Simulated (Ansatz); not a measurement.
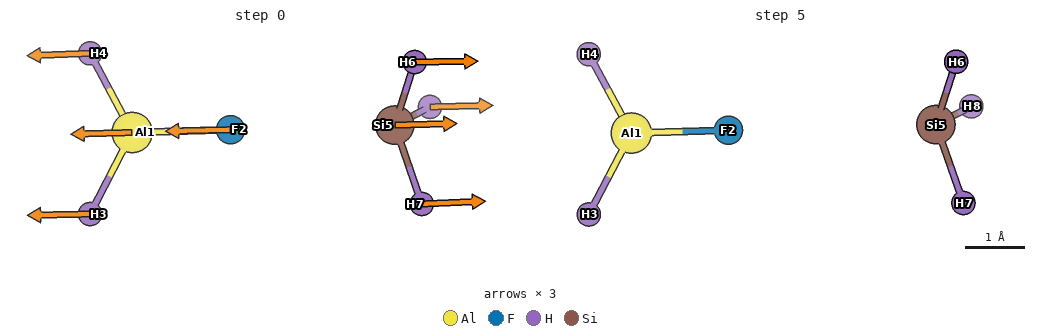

The structure of AlSiH5F (multiplicity 2) before (left) and after (right) a relaxation, at one scale. The orange arrows give the displacements, 3 times their true length.

The picture is a ball-and-stick view, seen at a tilt.

The run prepares an end point of a later path (reaction) calculation, from a guessed geometry.

These are results of UKS PBE0-D4/6-31G* (Ansatz), not measurements.

Input
```yaml
crystal:
  periodic: [false, false, false]
  atoms:
    - { symbol: Al, position_ang: [-0.000208, 1.9e-05, -0.299395] }
    - { symbol: F, position_ang: [-0.000594, 0.000443, 1.378399] }
    - { symbol: H, position_ang: [1.412658, -7.7e-05, -1.016046] }
    - { symbol: H, position_ang: [-1.41279, -8.1e-05, -1.01661] }
    - { symbol: Si, position_ang: [0.000467, -0.00013, 4.178876] }
    - { symbol: H, position_ang: [-0.767559, -1.19597, 4.645247] }
    - { symbol: H, position_ang: [1.419474, -0.067102, 4.646799] }
    - { symbol: H, position_ang: [-0.651447, 1.2629, 4.644931] }
magnetization:
  spin_polarized: true
  initial_magnetization: 1
basis:
  gaussian: { orbitals: "6-31G*" }
hamiltonian:
  xc: pbe0
  dispersion: d4
relax:
  f_tol: 0.03
  max_steps: 50
output:
  orbitals: {}
```

Command:
```bash
ansatz run input.yaml --threads 1 --pin off --max-ram 2048MiB --backend cpu --events-out ev --progress --plain --runs-dir out
```

Question: What changed between the two?

Answer: Over 4 accepted moves (5 points after the start) the energy falls by 7.85 kJ/mol. The largest force component goes from 0.69 to 0.0067 eV/Å. The line search rejected the trial step at point 4 of the run. The forces were under the threshold at step 3, but the run went on from there. F2 moves most after the best rigid fit: 0.38 Å. By element the largest moves are F 0.38 Å, H 0.37 Å, Si 0.36 Å, Al 0.35 Å. Near-neighbour distances that change, for instance: Al1–F2 1.678 → 1.657 Å, Si5–H6 1.496 → 1.491 Å. Cost: 23 s on 1 thread of Arm Neoverse V1, with other jobs on the host, peak memory 0.16 GiB.

Limits of the set-up: the start holds two separate molecules, 2.8 Å apart at their closest, whose relative position is a soft coordinate.
